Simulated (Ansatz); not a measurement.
## Electronic structure of BF₂H₄NO in real space

```yaml
atoms:
  - { symbol: B, position_ang: [-0.5663, 0.1392, -0.2360] }
  - { symbol: N, position_ang: [1.0622, -0.0959, -0.0297] }
  - { symbol: F, position_ang: [-0.8926, -0.6607, -1.3173] }
  - { symbol: F, position_ang: [-0.6812, 1.4817, -0.5525] }
  - { symbol: H, position_ang: [1.2372, -1.0711, 0.1902] }
  - { symbol: O, position_ang: [-1.0818, -0.2571, 1.0179] }
  - { symbol: H, position_ang: [1.3915, 0.4782, 0.7396] }
  - { symbol: H, position_ang: [1.5652, 0.1535, -0.8748] }
  - { symbol: H, position_ang: [-2.0341, -0.1677, 1.0629] }
```

The product side of a reaction path; geometry: PBE0-D4/def2-TZVP; a saddle point, not a minimum.

The calculation used Ansatz, RKS PBE0-D4/def2-TZVPP.

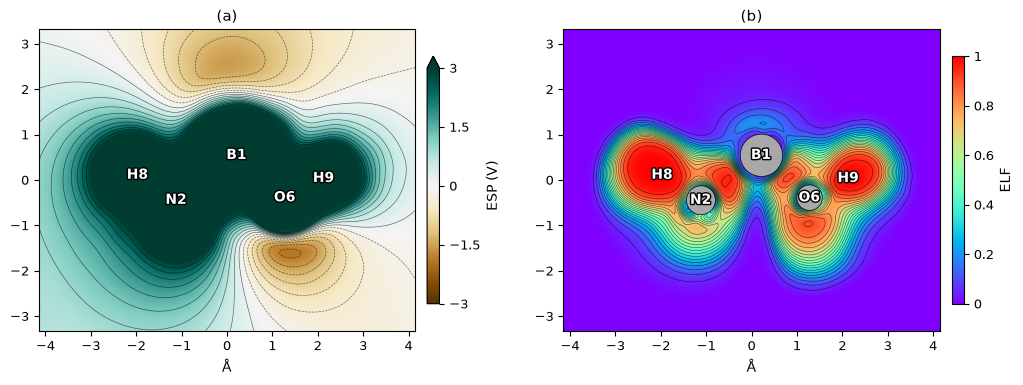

Figure 1. (a) electrostatic potential; (b) electron localisation function on the plane of atoms B1, N2 and H8. Grey discs cover the atomic cores in the ELF map.

Describe what can be read from this map.

Atoms in the plane: B, N, O and H.
B–O (1.41 Å): the ELF peaks at about 0.90 between the atoms (a shared but strongly polarised pair).
B–N (1.66 Å): the ELF peaks at about 0.95 between the atoms (a polar covalent bond).
O–H (0.96 Å): the ELF climbs to about 1 towards the hydrogen, as it does in any bond to H; a covalent bond by its length.
N–H (1.01 Å): the ELF climbs to about 1 towards the hydrogen: an ordinary covalent bond to hydrogen.
The ELF also peaks beside O6, away from the bonds: lone-pair regions.
Outside the dense part of the molecule the potential is most negative (−1.9 V) near O6.

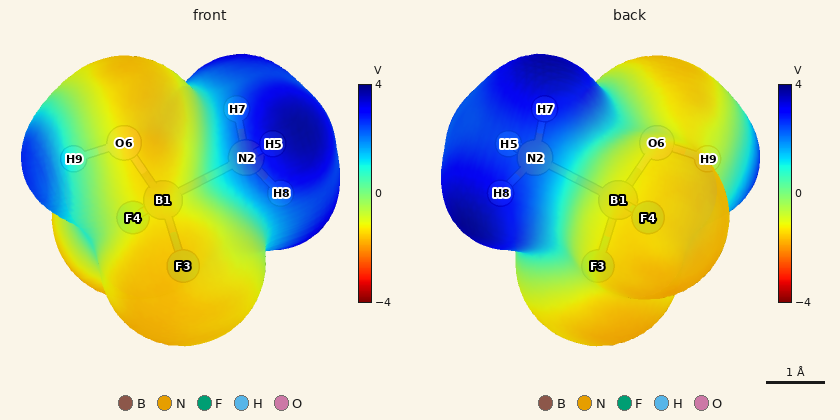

Figure 2. The electrostatic potential painted on the density surface at 0.004 e/bohr³, seen from the front and from behind; the colour scale runs from red (negative) to blue (positive).

Which sites attract a positive test charge, and which a negative one?

A positive charge is drawn to the negative regions and a negative charge to the positive ones. The most negative region (about −1.8 V) lies over F3 and F4, the most positive (about +3.8 V) over H5, H7 and H8.

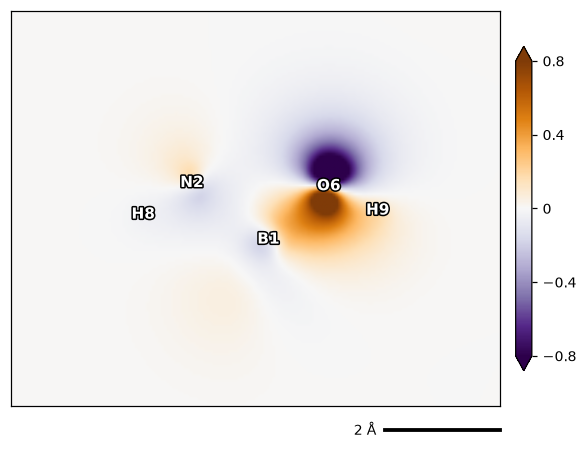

Figure 3. The HOMO−1 on the plane of atoms B1, O6 and H9 (values in Å⁻³ᐟ²; the overall sign is arbitrary).

What is the character of this orbital?

By Hirshfeld shares it lies mainly on O6 (about 55 %), F3 (about 15 %), F4 (about 15 %) and B1 (about 5 %). Its energy is −9.51 eV.
